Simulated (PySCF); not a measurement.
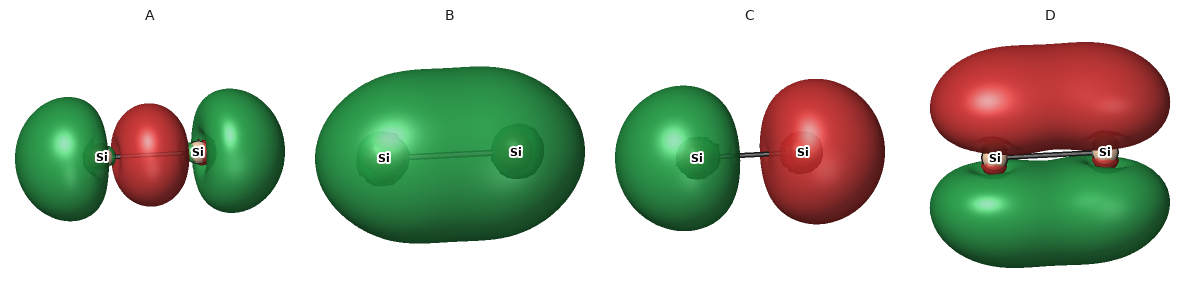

*Si₂ (triplet). Four frontier β-spin orbitals, each drawn at the value that holds 80 % of its norm (green and red are the two phases), in no order; of a degenerate pair one member is drawn.*

All numbers below come from PBE0/pcseg-1, non-relativistic, at a bond length of 2.273 Å in PySCF 2.14.0.

Q: Name the orbitals and rank them from lowest to highest energy.

A: Orbital B: σg, occupied in this spin, −13.77 eV; with no node between the nuclei.
Orbital C: σu, occupied in this spin, −9.64 eV; antibonding, with a node between the atoms.
Orbital A: σg, occupied in this spin, −5.87 eV; with no node between the nuclei.
Orbital D: πu, empty in this spin, −3.78 eV; with no node between the nuclei, bonding.
